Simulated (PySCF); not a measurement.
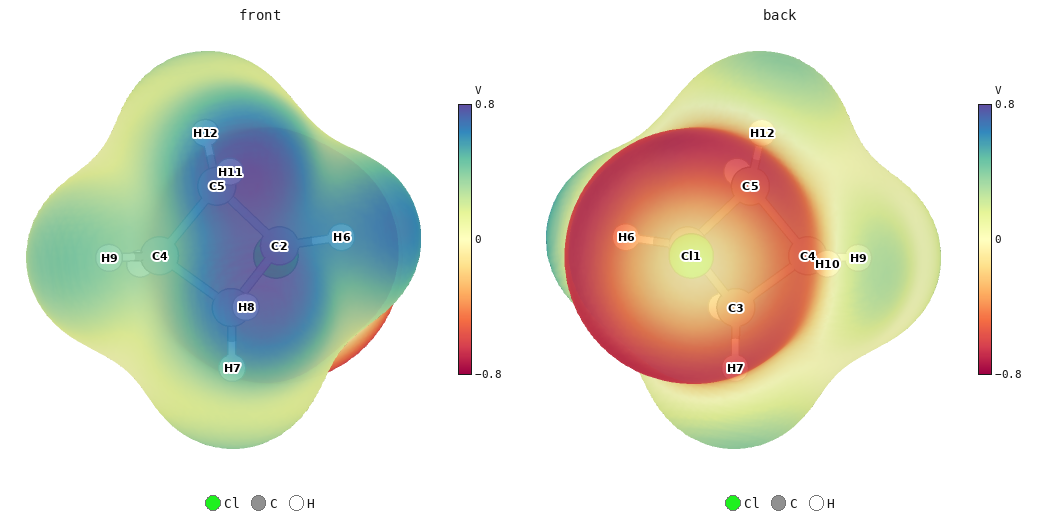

The picture shows: C₄H₇Cl (SMILES ClC1CCC1). The electrostatic potential painted on the density surface at 0.001 e/bohr³, seen from the front and from behind; red is negative and blue positive.

Geometry: GFN2-xTB, coordinate held.

Method: PBE0/pcSseg-1, SCF density, gas phase, non-relativistic (PySCF 2.14.0).

The calculation's input:

```
{"job": {"kind": "nmr", "xc": "PBE0", "basis": "pcSseg-1", "every": 1, "pop": false}, "charge": 0, "multiplicity": 1}
Cl     1.290605     0.446990     1.877772
C      1.023869     0.115956     0.166089
C     -0.080540     0.958138    -0.474248
C     -1.051085    -0.040728     0.168938
C      0.039827    -1.080056    -0.100458
H      2.005846     0.091157    -0.310280
H     -0.149995     2.005322    -0.177285
H     -0.055028     0.879370    -1.555605
H     -2.018786    -0.188553    -0.310982
H     -1.185727     0.145271     1.227360
H      0.089200    -1.391905    -1.136661
H      0.109911    -1.939650     0.564115
```

Launched as:

```sh
OMP_NUM_THREADS=1 python ens_run.py task.json out
```

Q: Which sites attract a positive test charge, and which a negative one?

A: A positive charge is drawn to the negative regions and a negative charge to the positive ones. The most negative region (about −0.7 V) lies over Cl1, the most positive (about +0.8 V) over H8 and H11.

Q: How polar is the molecule by this calculation?

A: Its dipole moment is 1.99 D.
